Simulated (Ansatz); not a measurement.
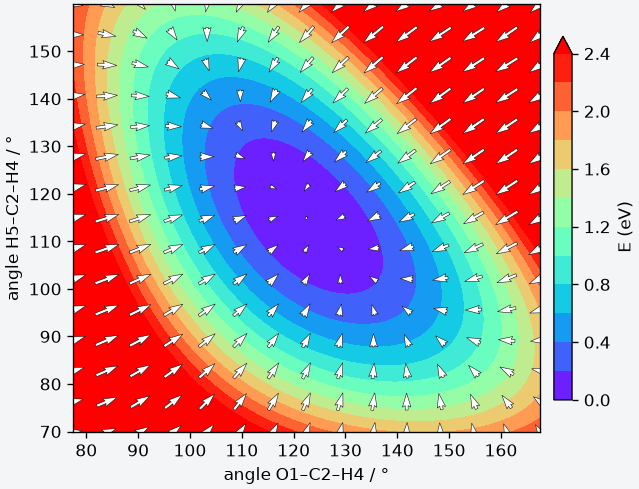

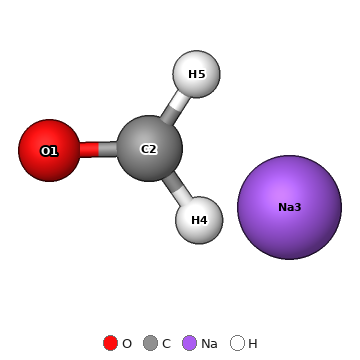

Energy landscape of CH2NaO, charge −1. 
- The first coordinate is: angle O1–C2–H4; the second: angle H5–C2–H4.
- Nothing is relaxed (all other coordinates rigid).
- Grid: 15 × 15 points.
- Points are written as (first, second).
- Energies: eV, counted from the lowest grid point.
- Theory: RKS PBE-D4/def2-TZVPD in Ansatz.

In the figure: filled contours, arrows along the force (downhill), their lengths compressed, one colour for all values above the top of the scale. Between grid points the surface is interpolated. The second picture is the structure at the lowest point.

**Where are the wells?**

The lowest grid point is at (122.5°, 114.9°). No other kind of well shows on this grid. The highest grid point, (167.5°, 159.9°), lies 11.87 eV above the lowest. Round the minimum the valley is strongly tilted: raising angle O1–C2–H4 shifts the best value of angle H5–C2–H4 downwards (coupling k₁₂/√(k₁₁k₂₂) about 0.6).

The whole map (225 points run) took 28 min on 1 thread of Arm Neoverse N1, on a shared host.
